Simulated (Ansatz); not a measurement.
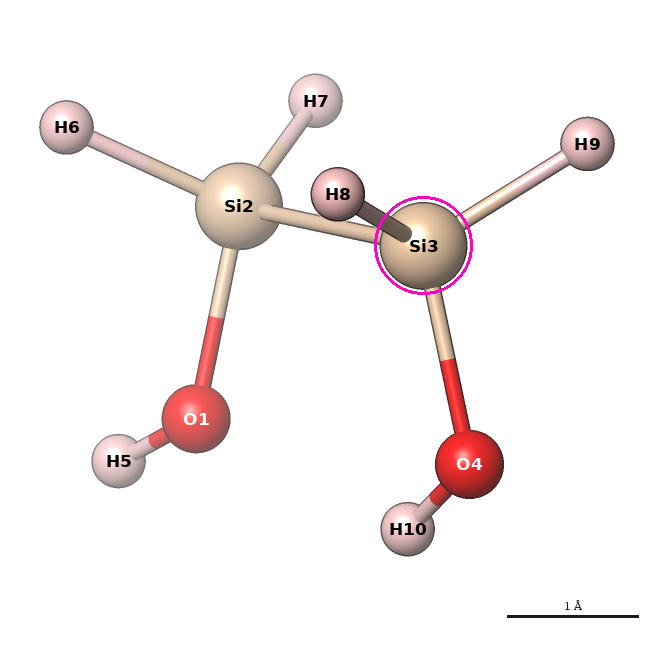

Figure made from data computed with Ansatz.

Orthographic view. Atoms fade into the background with distance from the viewer. Geometry: moved along internal coordinates away from the minimum.

> Name the neighbours of the circled atom.

The circled atom is Si3; it is bonded to Si2, O4, H8, H9.

> What is the shortest path along bonds from the circled atom to H5?

Si3–Si2–O1–H5, 3 bonds; through space the two are 3.87 Å apart.

> Of O4 and H10, which is nearer the viewer?

O4; the bond to H10 points away from the viewer, so it looks shorter than its 0.96 Å.

> Which two atoms are farthest apart in space?

H5 and H9, 5.01 Å.
